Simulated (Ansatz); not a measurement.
# BGeNH6 (SMILES B[NH][GeH3]) at HSE06/6-31G(d) (spherical functions)

Aim: the vertical ionisation energy of BGeNH6 at HSE06/6-31G* (spherical functions), from 2 runs. 

Program for the calculation: Ansatz 0.2.0.

69 further runs of the same task are left out: 69 set aside as unsound or not needed.

## 1. The structure to begin with

The species is BGeNH6 (9 atoms), meant as a singlet with charge 0. As SMILES, `B[NH][GeH3]`. The coordinates come from a PBE0-D4/def2-TZVP relaxation.

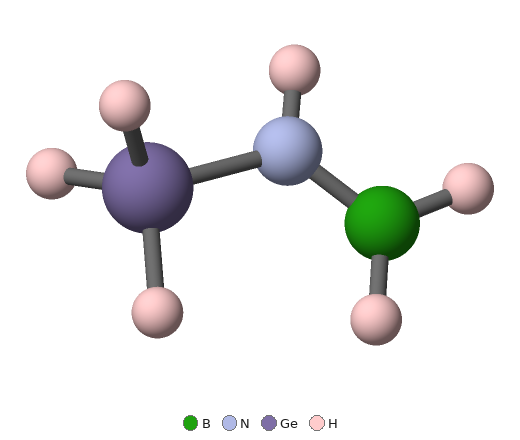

Viewed from a chosen angle; boron green, nitrogen light blue, germanium purple, hydrogen pink.

## 2. The energy at HSE06/6-31G(d) (spherical functions)

run.yaml

```yaml
crystal:
  periodic: [false, false, false]
  atoms:
    - {symbol: B, position_ang: [-0.874000, 0.629500, -1.162900]}
    - {symbol: "N", position_ang: [-0.023300, 0.687100, -0.062700]}
    - {symbol: Ge, position_ang: [0.665200, -0.761400, 0.866600]}
    - {symbol: H, position_ang: [-1.217900, -0.440700, -1.581000]}
    - {symbol: H, position_ang: [-1.249100, 1.647000, -1.674800]}
    - {symbol: H, position_ang: [0.253900, 1.598400, 0.272500]}
    - {symbol: H, position_ang: [2.201600, -0.714800, 0.804900]}
    - {symbol: H, position_ang: [0.114900, -2.015200, 0.184600]}
    - {symbol: H, position_ang: [0.217300, -0.676000, 2.335700]}
basis:
  gaussian:
    orbitals: 6-31G_st_-spherical.json
hamiltonian:
  xc: {name: HSE06}
accuracy: high
output: {orbitals: {seedname: orbitals}}
```

The basis set 6-31G* is read from a file made from the Basis Set Exchange's data (not shown).

Launch:

```sh
$ ansatz run run.yaml --threads 1 --pin off --max-ram 3480MiB --events-out events.jsonl --progress --plain --runs-dir runs
```

Log:

```text
Warning: RAYON_NUM_THREADS=1 ignored (pool sized by the plan → 1); use --threads N
Functional definition: HSE06
  name "HSE06"
  parameter a = 0.25
  parameter omega = 0.11/bohr
  exchange = pbe_x - a*pbe_x_sr(omega) + a*exact_x_sr(omega)
  correlation = pbe_c
1655 factors; integrals over basis functions are off by at most 4.5e-9 eV
97 factors; integrals over basis functions are off by at most 2.5e-9 eV
mean field evaluation 1: about -58760.0374 eV, gradient 4.8e1 eV
mean field evaluation 2: about -58750.6954 eV, gradient 7.7e1 eV
mean field evaluation 4: about -58764.6750 eV, gradient 3.1e0 eV
mean field evaluation 8: about -58764.8697 eV, gradient 1.8e-1 eV
mean field evaluation 16: about -58764.8697 eV, gradient 5.5e-6 eV
mean field -58764.86974460 eV, -2159.5691308547 hartree, gradient 5.1e-8 eV, S^2 0.000000; 0 other end points of the search recorded, 0 dependent functions left out
reference -58764.86974855 eV, -2159.5691309999 hartree; 25, 25 occupied and 47, 47 virtual orbitals, 1655 factors
Total energy: -58764.86974855 eV, -2159.5691309999 hartree
```

Wall time 6 s (1 thread of Arm Neoverse V2, shared host); peak memory 0.24 GiB.

## 3. The doublet cation, same level

job.yaml

```yaml
crystal:
  periodic: [false, false, false]
  atoms:
    - {symbol: B, position_ang: [-0.874000, 0.629500, -1.162900]}
    - {symbol: "N", position_ang: [-0.023300, 0.687100, -0.062700]}
    - {symbol: Ge, position_ang: [0.665200, -0.761400, 0.866600]}
    - {symbol: H, position_ang: [-1.217900, -0.440700, -1.581000]}
    - {symbol: H, position_ang: [-1.249100, 1.647000, -1.674800]}
    - {symbol: H, position_ang: [0.253900, 1.598400, 0.272500]}
    - {symbol: H, position_ang: [2.201600, -0.714800, 0.804900]}
    - {symbol: H, position_ang: [0.114900, -2.015200, 0.184600]}
    - {symbol: H, position_ang: [0.217300, -0.676000, 2.335700]}
basis:
  gaussian:
    orbitals: 6-31G_st_-spherical.json
output: {orbitals: {seedname: orbitals}}
total_charge: 1
accuracy: high
magnetization:
  spin_polarized: true
  initial_magnetization: 1
hamiltonian:
  xc: {name: HSE06}
```

The basis set 6-31G* is read from a file made from the Basis Set Exchange's data (not shown).

Launch:

```sh
$ ansatz run job.yaml --threads 1 --pin off --max-ram 3480MiB --events-out events.jsonl --progress --plain --runs-dir runs
```

Log:

```text
Warning: RAYON_NUM_THREADS=1 ignored (pool sized by the plan → 1); use --threads N
Functional definition: HSE06
  name "HSE06"
  parameter a = 0.25
  parameter omega = 0.11/bohr
  exchange = pbe_x - a*pbe_x_sr(omega) + a*exact_x_sr(omega)
  correlation = pbe_c
1655 factors; integrals over basis functions are off by at most 4.4e-9 eV
97 factors; integrals over basis functions are off by at most 2.5e-9 eV
mean field evaluation 1: about -58739.6275 eV, gradient 5.5e1 eV
mean field evaluation 2: about -58671.7955 eV, gradient 1.0e2 eV
mean field evaluation 4: about -58750.9415 eV, gradient 1.8e1 eV
mean field evaluation 8: about -58754.4101 eV, gradient 1.3e0 eV
mean field evaluation 16: about -58754.6047 eV, gradient 1.4e-3 eV
mean field evaluation 32: about -58754.6047 eV, gradient 2.3e-7 eV
mean field -58754.60465120 eV, -2159.1918956301 hartree, gradient 9.7e-8 eV, S^2 0.758181; 3 other end points of the search recorded, 0 dependent functions left out
reference -58754.60465496 eV, -2159.1918957685 hartree; 25, 24 occupied and 47, 48 virtual orbitals, 1655 factors
Total energy: -58754.60465496 eV, -2159.1918957685 hartree
```

Run time: 18 s. Hardware: 1 thread of Arm Neoverse V2, shared host; peak memory 0.36 GiB.

## 4. Summary of results

At HSE06/6-31G* (spherical functions):

| quantity | value |
| --- | --- |
| singlet BGeNH6: total energy | -2159.56913 Eh |
| singlet BGeNH6: HOMO energy | -7.72 eV |
| singlet BGeNH6: LUMO energy | 0.21 eV |
| singlet BGeNH6: HOMO–LUMO gap | 7.93 eV |
| doublet cation: total energy | -2159.19190 Eh |
| doublet cation: HOMO energy (highest over α and β) | -14.18 eV |
| doublet cation: LUMO energy (lowest over α and β) | -12.80 eV |
| doublet cation: ⟨S²⟩ | 0.758 |
| vertical ionisation energy (to the doublet cation) | 10.265 eV |

In words: The vertical ionisation energy comes to 10.27 eV (990 kJ/mol). −ε(HOMO) before ionisation, 7.72 eV, is 2.55 eV below this ionisation energy.
